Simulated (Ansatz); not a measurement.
Input

```
crystal:
  lattice:
    - [3.87358667, 0.0, 0.0]
    - [0.0, 3.87358667, 0.0]
    - [0.0, 0.0, 9.2092082571]
  atoms:
    - { symbol: Ta, position: [0.5, 0.5, 0.5], spin: 2.27 }
    - { symbol: Br, position: [0.0, 0.0, 0.0] }
    - { symbol: F, position: [0.5, 0.0, 0.0] }
    - { symbol: F, position: [0.0, 0.5, 0.0] }
    - { symbol: F, position: [0.0, 0.0, 0.3722196877] }
    - { symbol: F, position: [0.0, 0.0, 0.6277803123] }
basis:
  ecutwfc: 420
kpoints:
  mp_grid: { grid: [10, 10, 4] }
hamiltonian:
  xc: pbe
scf:
  occupations: { method: gaussian, width: 0.1 }
output:
  forces: true
  stress: true
  eigenvalues: true
  populations: true
  write_density: true
  write_potential: true
  elf: true
  volumetric_format: npy
magnetization:
  spin_polarized: true
relax:
  adjacent_minimum: "off"
  f_tol: 0.01
  max_steps: 80
  cell: { stress_tol: 0.05 }
```

Command:

```sh
ansatz run input.yaml --threads 1 --pin off --max-ram 2560MiB --backend cpu --events-out ev --progress --plain --runs-dir out
```

Below, planes, directions and counts refer to the conventional cell (a = 3.88 Å, b = 3.88 Å, c = 9.70 Å, α = 90.00°, β = 90.00°, γ = 90.00°).

The fields are those of the relaxed geometry.

Space group P4/mmm; a structure generated by program, which may or may not match a known phase; spin-polarised.

All numbers below come from DFT PBE, scalar-relativistic, plane waves, PAW (Ansatz 0.2.0).

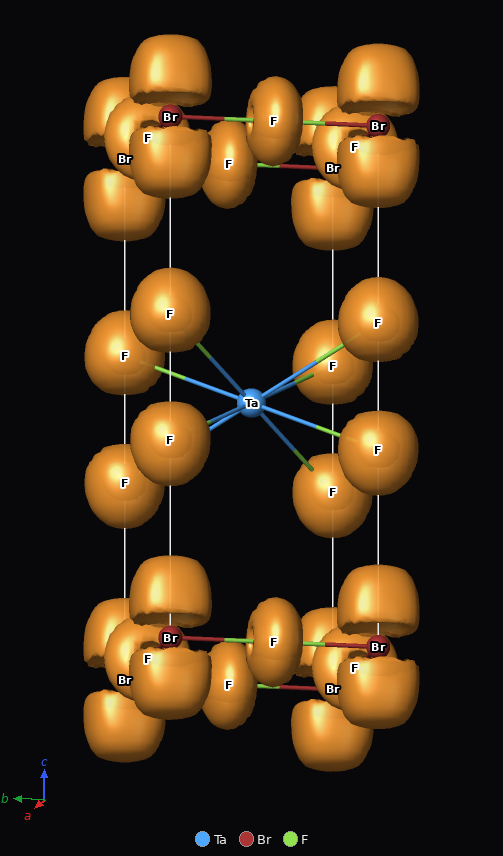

TaBrF4. Isosurface of the electron localisation function at 0.75 (orange), seen at an oblique angle. Core shells and regions of very low density are left out. Sticks mark near contacts.

In a PAW calculation such maps are meaningful between the atoms, not at the nuclei.

**What do the ELF domains correspond to?**

The surface consists of two lobes on Br, pointing away from the bonds (non-bonding electrons) and four regions wrapped around F (the valence shell of each), counted in one cell of 6 atoms. Regions shared between cells count once. Profiles from the grid: Br–F (1.94 Å): the ELF is about 0.45 at the midpoint. Ta–F (2.98 Å): the ELF is about 0.05 at the midpoint: no shared electron pair shows on this line.
